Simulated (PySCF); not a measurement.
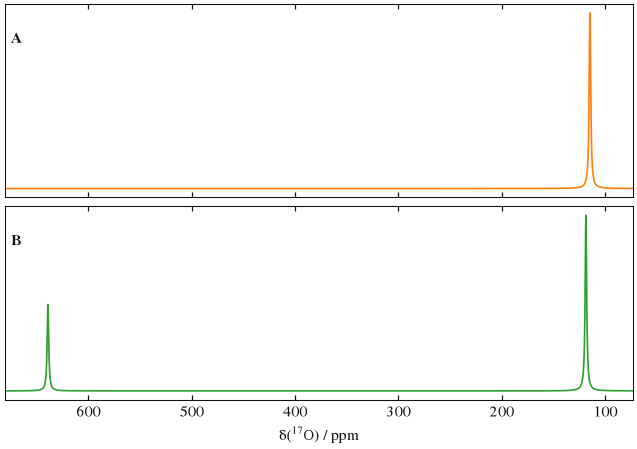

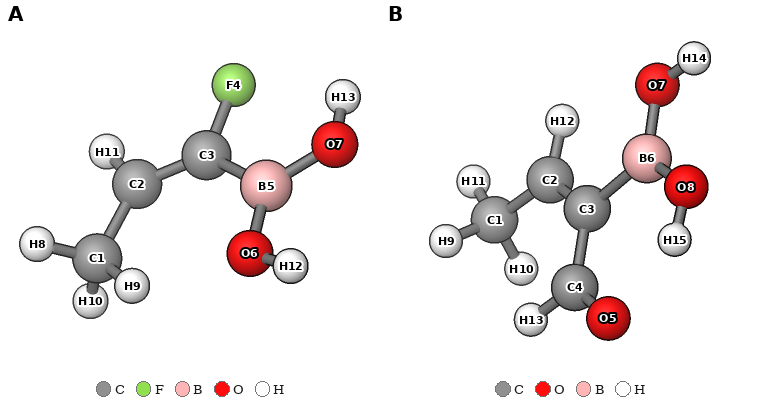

Related molecules: A is C₃H₆BFO₂, SMILES C/C=C(/F)B(O)O; B is C₄H₇BO₃, SMILES C/C=C(\C=O)B(O)O. GIAO ¹⁷O shifts against H₂O (¹⁷O: a single water molecule, while the usual scale starts at liquid water and gives values some tens of ppm lower), PBE0/pcSseg-1 in PySCF, at a GFN2-xTB geometry (no frequency check); fully decoupled, line heights follow the number of nuclei within a panel, widths are arbitrary (no quadrupolar broadening); values of one conformer, averaged over nuclei that symmetry or rotation about single bonds exchange, these motions taken as fast; other conformers aren't averaged in.

Question: Assign the ¹⁷O signals of each molecule.

Answer: A: 114.7 (O6, O7)
B: 639.0 (O5); 118.6 (O7, O8)

Caveats, for all or some of the runs: the tight-binding geometry is rougher than a DFT one and adds to the error.
